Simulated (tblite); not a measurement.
**C4H11AlF3P: frequency calculation**

System: C4H11AlF3P, SMILES CC[P@+](C)([AlH3-])C(F)(F)F.
Method: GFN2-xTB harmonic vibrations, gas phase (tblite 0.8.0).

It belongs to a series of runs on one base structure; here: phosphine turned into its AlH3 adduct.

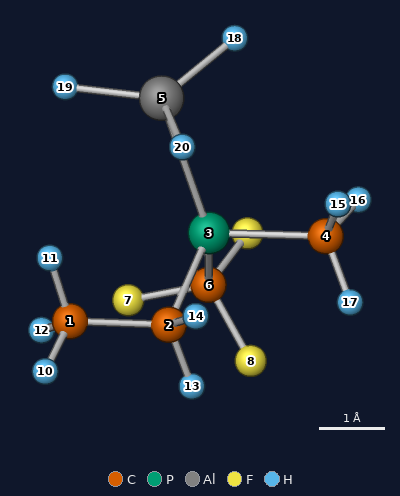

Figure 1. The structure as given in the input (ball-and-stick view, seen at a tilt; atoms are numbered from 1 in the order of the input). Sticks mark near contacts. Bond lengths as drawn: Al–H 1.56 to 1.58 Å, Al–P 2.49 Å, C–C 1.53 Å, C–F 1.34 Å, C–H 1.09 Å and C–P 1.82 to 1.89 Å.

### Results in brief

- outcome: converged
- total energy: −870.3669 eV
- zero-point energy: 84.3030 kcal/mol
- hardware: 1 CPU thread, shared host
- peak memory: 0.18 GiB

### Input file
```
{"job": {"kind": "ir", "xc": "GFN2-xTB", "basis": "xTB"}, "charge": 0, "multiplicity": 1}
C      1.990848     1.041540     0.419326
C      1.337848    -0.178402    -0.225454
P     -0.475557    -0.131910     0.073960
C     -1.114350    -1.463792    -0.995263
Al    -1.335635     1.956355    -0.982194
C     -0.534632    -1.078530     1.706272
F      0.019282    -0.390102     2.708238
F      0.104832    -2.258568     1.648450
F     -1.800414    -1.343217     2.047235
H      3.049750     1.081816     0.173393
H      1.507604     1.948414     0.049634
H      1.889578     1.013465     1.502736
H      1.771952    -1.114021     0.140412
H      1.462106    -0.135186    -1.311274
H     -1.200672    -1.048264    -2.000279
H     -2.108407    -1.756477    -0.655291
H     -0.451231    -2.329635    -1.002775
H     -2.803820     1.453031    -1.192019
H     -0.997195     3.073695     0.050083
H     -0.317033     1.670468    -2.158227
```

The first line tells a small driver script what to run in tblite; the rest is the geometry in Å.

Run as:
```bash
OMP_NUM_THREADS=1 python <driver script> task.json out
```

### The program's output
```
mode    cm-1     km/mol
  1      35.8      1.57
  2      42.3      0.01
  3      55.6      2.72
  4      85.2      0.90
  5     141.5      0.79
  6     150.9      0.75
  7     163.0      0.49
  8     167.3      1.50
  9     179.7      1.75
 10     217.5      3.68
 11     234.5      0.23
 12     261.0      0.80
 13     295.8      4.98
 14     328.1      5.72
 15     357.8      2.01
 16     391.0      4.67
 17     437.8     37.02
 18     471.5      5.08
 19     474.9     18.79
 20     666.2     13.25
 21     701.1      3.56
 22     740.1    813.24
 23     750.7     93.09
 24     752.8    263.48
 25     758.6    121.37
 26     781.6     90.92
 27     868.0     45.07
 28     879.8     25.82
 29     989.5     19.66
 30    1010.9     10.06
 31    1044.7    206.03
 32    1067.8    180.59
 33    1072.7     44.43
 34    1092.2    174.68
 35    1207.2      0.72
 36    1244.7      3.15
 37    1309.2      9.45
 38    1402.5     10.03
 39    1406.4      5.05
 40    1420.6      8.73
 41    1424.0      2.60
 42    1474.1      4.60
 43    1486.1      5.97
 44    1621.2    244.13
 45    1688.3    214.01
 46    1723.8    341.02
 47    2935.5      6.98
 48    2946.3      7.12
 49    2980.1      1.88
 50    2983.1     17.49
 51    2986.4      6.29
 52    2994.0      3.17
 53    3032.2     14.07
 54    3037.5     15.74
```

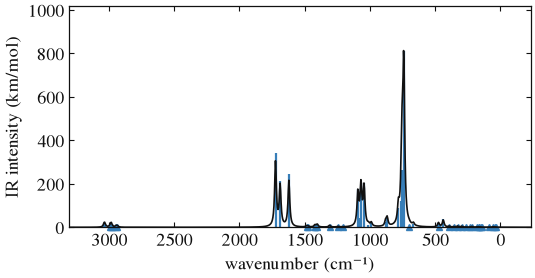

Figure 2. Harmonic infrared spectrum, unscaled: sticks (degenerate modes added up, dark ones marked on the axis) with a Lorentzian envelope of 16 cm⁻¹ full width, scaled to the tallest stick. 54 modes from 36 to 3038 cm⁻¹, none imaginary. The strongest line is at 740 cm⁻¹ (813 km/mol).
